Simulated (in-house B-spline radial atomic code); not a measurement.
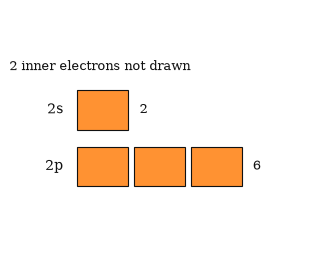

*The outer shells as the input fills them: a box for each of the 2l + 1 orbitals, shaded by the share of the shell that is filled, with the electron count at the right.*

# RPA and GW calculation for Ar⁸⁺

- system: Ar⁸⁺, configuration [He] 2s2 2p6.
- method: RPA, second-order and SOSEX correlation energies and G0W0 (contour deformation) on a non-relativistic mean field, all electrons, B-spline basis (in-house B-spline radial atomic code)

## Key numbers

- outcome: converged
- mean-field total energy: −506.33440 hartree
- total energy with exact exchange alone: −505.96336 hartree
- exact exchange energy: −26.21090 hartree
- RPA correlation, extrapolated in the angular momentum of the empty orbitals: −0.61116 hartree
- RPA correlation, as summed: −0.60803 hartree
- direct second-order term: −0.65525 hartree
- second-order exchange term: 0.23136 hartree
- SOSEX term: 0.22038 hartree
- hardware: 1 CPU thread, shared host
- wall time: 0.6 s

## Remarks

Limits: relativity is absent.

## The input
```
Z = 18
electrons = 10.0
configuration = [He] 2s2 2p6
hamiltonian = nr
method = b3lyp
lmax = 9
spin_polarised = False
box_radius = 7.7
intervals = 46
```

The run was one of a batch that the task file lists, launched with:
```bash
python <driver script> task.json out
```

The program writes its results to a structured record and prints no log; tables and figures of this report are taken from that record.

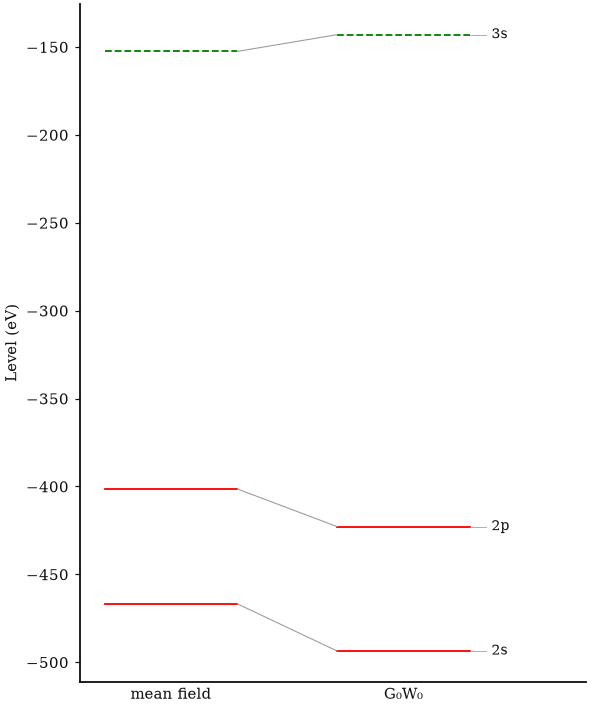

*Mean-field and G₀W₀ levels (solid occupied, dashed empty) for Ar⁸⁺ ([He] 2s² 2p⁶). All-electron spherical atom, non-relativistic, B3LYP VWN-RPA start, no spin-orbit coupling, Breit or QED terms; computed with a B-spline radial code. The quasi-particle equation is solved at full frequency; levels of low quasi-particle weight Z are left out. Σ columns are in eV, and Σc holds an estimate for the angular momenta beyond the basis.*

G₀W₀ moves the highest occupied level, 2p, from −401.4 to −422.8 eV (renormalisation factor Z = 0.98). The empty level 3s goes from −152.5 to −143.0 eV.

| Level | Mean field (eV) | Σx − vxc (eV) | Σc (eV) | Z | G₀W₀ (eV) |
| --- | --- | --- | --- | --- | --- |
| 3s | −152.5 | 10.2 | −0.7 | 1.00 | −143.0 |
| 2p | −401.4 | −23.3 | 2.0 | 0.98 | −422.8 |
| 2s | −466.8 | −31.2 | 4.4 | 0.98 | −493.6 |
